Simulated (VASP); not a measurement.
Band structure of FePt (L1_0). Method: rev-vdW-DF2, VASP's PBE PAW potentials (set 64) (plane waves; VASP).

Unless said otherwise, spin-orbit coupling is left out, though it shifts the bands of the heavy elements here.

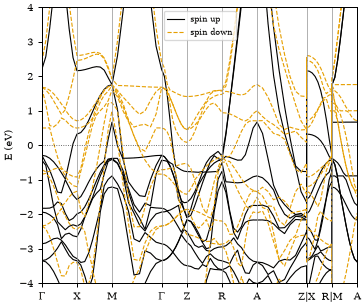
*Bands along high-symmetry lines, zero at the valence-band maximum or, without a gap, the Fermi level*

Problem. Read the plot: is there a gap, and where are the band edges?

Solution. It has no gap at this level: it comes out as a metal or semimetal. (Edges off the drawn lines would not show.)

The compound is FePt in the L1_0 structure. It was relaxed first.
